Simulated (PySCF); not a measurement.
System: H7N2PSi2 (SMILES P[SiH]1N[SiH2]N1).

Input

```
{"job": {"kind": "nmr", "xc": "PBE0", "basis": "pcSseg-2"}, "charge": 0, "multiplicity": 1}
N      1.032157     0.880444     0.240600
Si     0.027377     0.889841     1.670766
N     -0.717333    -0.554308     1.025333
Si     0.273278    -0.548288    -0.411805
P     -0.908609    -0.198682    -2.316324
H      1.854673     1.401324    -0.023901
H      0.761659     0.726041     2.965525
H     -0.883643     2.066572     1.832589
H     -1.566995    -1.043557     1.263951
H      1.178899    -1.728065    -0.591191
H      0.253871    -0.333818    -3.141430
H     -1.232947    -1.588198    -2.441738
```

Command:

```sh
OMP_NUM_THREADS=1 python cluster_run.py task.json out
```

Geometry: PBE0-D3(BJ)/def2-SVP.

These are results of PBE0/pcSseg-2, SCF density, gas phase, non-relativistic in PySCF 2.14.0, not measurements.

Predict the electron density and electron localisation function between the atoms.

Si–N (1.74 Å): the density is about 1.1 e/Å³ at the midpoint; the ELF peaks at about 0.90 between the atoms (a polar covalent bond).
N–H (1.01 Å): ρ at the midpoint is about 2.9 e/Å³; the ELF climbs to about 1 towards the hydrogen, as it does in any bond to H; an ordinary covalent bond to hydrogen.

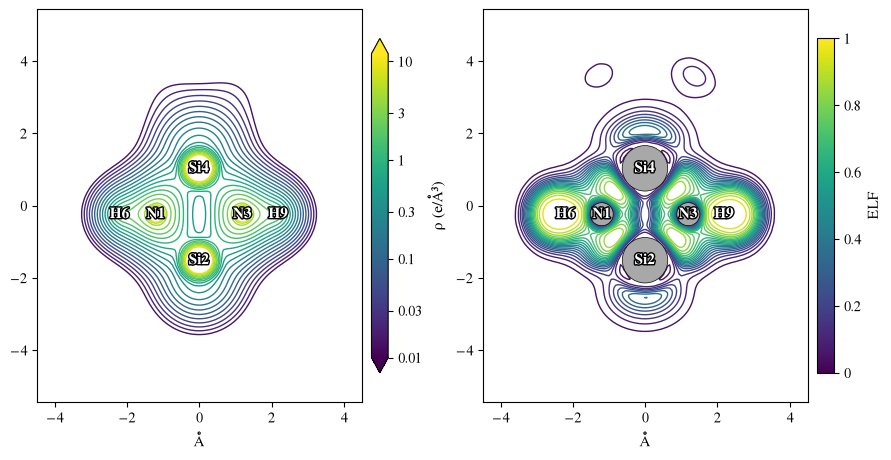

Computed electron density and electron localisation function on the plane of atoms Si2, N1 and Si4, in this order. Grey discs cover the atomic cores in the ELF map. 
